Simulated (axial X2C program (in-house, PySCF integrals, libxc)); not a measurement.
# Linear InOH⁺ at several levels

How do method and spin–orbit coupling move the bonds and stretches of InOH⁺, held linear?

Computed with an in-house X2C program for linear molecules on PySCF integrals. Level: all-electron X2C, two-component (2c) or spin-free, In dyall-v3z, O dyall-av3z, H dyall-v3z.

All values are calculated.

2 further runs of the same task are left out: 2 set aside as unsound or not needed.

## (1) Set-up

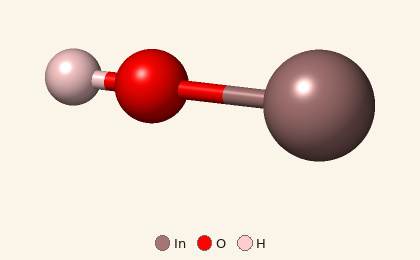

The atoms on one line, bonds 2.050 and 0.960 Å (indium brown, oxygen red, hydrogen pink).

Contents of task.json:

```json
{
 "zs": [
  49,
  8,
  1
 ],
 "q": 1,
 "bas": [
  "dyall-v3z",
  "dyall-av3z",
  "dyall-v3z"
 ],
 "r0": [
  2.05,
  0.96
 ],
 "symm": 0,
 "scan": [
  "PBE0",
  "HF",
  "r2SCAN"
 ],
 "levels": [
  "PBE0",
  "HF",
  "LDA"
 ],
 "nst": 2
}
```

Keys: zs atomic numbers; q charge; bas basis sets; r0 starting distance in Å; symm equal bonds; scan levels of the two-bond scan (MP2 follows by itself at each HF point); levels methods; nst determinants followed.

On the command line:

```console
python solin.py task.json out
```

Masses In 114.904, O 15.995, H 1.008 u.

## (2) Scan at PBE0, 2c

State: Ω = 1/2 (beyond evenly filled blocks: ω = 1/2). Energies above the lowest point, from the job's result record:

```tsv
r(In–O) (Å)	r(O–H) (Å)	E (meV)
1.8194	0.9360	46.65
1.8194	0.9600	32.71
1.8194	0.9840	49.00
1.8660	0.9360	14.60
1.8660	0.9600	0.00
1.8660	0.9840	15.64
1.8660	1.0080	56.82
1.9126	0.9360	50.76
1.9126	0.9600	35.37
1.9126	0.9840	50.22
1.9593	0.9600	124.06
1.9593	1.0080	177.37
```

A quadratic surface with cubic terms in each bond gives the minimum at 1.863 and 0.959 Å, force constants 5.08, 8.45 and coupling -0.12 mdyn/Å.

## (3) Scan at HF, 2c

State: Ω = 1/2 (beyond evenly filled blocks: ω = 1/2). Energies above the lowest point, from the job's result record:

```tsv
r(In–O) (Å)	r(O–H) (Å)	E (meV)
1.8194	0.9360	28.18
1.8194	0.9600	40.84
1.8194	0.9840	84.03
1.8660	0.9360	0.00
1.8660	0.9600	12.15
1.8660	0.9840	54.82
1.8660	1.0080	123.29
1.9126	0.9360	45.14
1.9126	0.9600	56.70
1.9126	0.9840	98.79
1.9593	0.9600	159.39
1.9593	1.0080	268.00
```

A quadratic surface with cubic terms in each bond gives the minimum at 1.859 and 0.939 Å, force constants 5.57, 9.62 and coupling -0.08 mdyn/Å.

## (4) Scan at r2SCAN, 2c

State: Ω = 1/2 (beyond evenly filled blocks: ω = 1/2). Energies above the lowest point, from the job's result record:

```tsv
r(In–O) (Å)	r(O–H) (Å)	E (meV)
1.8194	0.9360	54.73
1.8194	0.9600	38.14
1.8194	0.9840	51.47
1.8660	0.9360	17.20
1.8660	0.9600	0.00
1.8660	0.9840	12.74
1.8660	1.0080	50.75
1.9126	0.9360	48.46
1.9126	0.9600	30.52
1.9126	0.9840	42.52
1.9593	0.9600	114.76
1.9593	1.0080	162.26
```

A quadratic surface with cubic terms in each bond gives the minimum at 1.867 and 0.961 Å, force constants 5.04, 8.25 and coupling -0.11 mdyn/Å.

## (5) The levels side by side

| level | r(In–O) (Å) | r(O–H) (Å) | lower stretch (cm⁻¹) | upper stretch (cm⁻¹) |
| --- | --- | --- | --- | --- |
| PBE0, 2c | 1.863 | 0.959 | 761.5 | 3897.1 |
| HF, 2c | 1.859 | 0.939 | 797.6 | 4155.5 |
| r2SCAN, 2c | 1.867 | 0.961 | 758.4 | 3850.0 |
| MP2, 2c | 1.860 | 0.960 | 776.4 | 3897.0 |
| PBE0, spin-free | 1.863 | 0.959 | 761.8 | 3897.5 |
| HF, spin-free | 1.859 | 0.939 | 797.6 | 4155.5 |
| r2SCAN, spin-free | 1.867 | 0.961 | 759.2 | 3850.3 |
| MP2, spin-free | 1.859 | 0.960 | 776.3 | 3896.6 |

Scans not shown above were run alike.

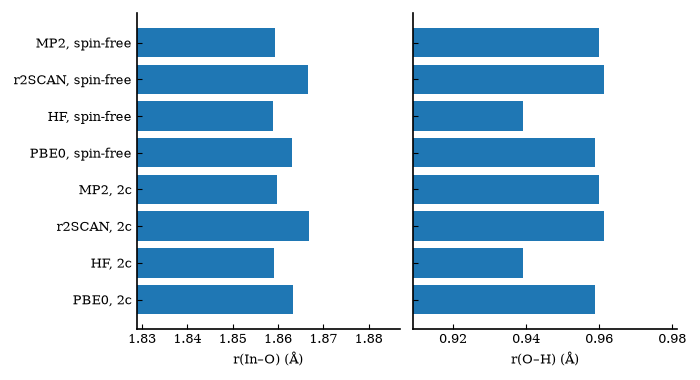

The two bond lengths by level.

What this shows: Over the levels the In–O bond spans 1.859 to 1.867 Å and the O–H bond 0.939 to 0.961 Å. At PBE0 spin–orbit coupling leaves both bonds unchanged to 0.001 Å. Each state is one determinant, the lowest of a limited PBE0 search; the stretches come from a fit to few points and are good to some per cent at best. MP2 freezes inner shells (threshold -2 hartree). The molecule was held linear; bending was not examined, so a bent shape may lie lower.
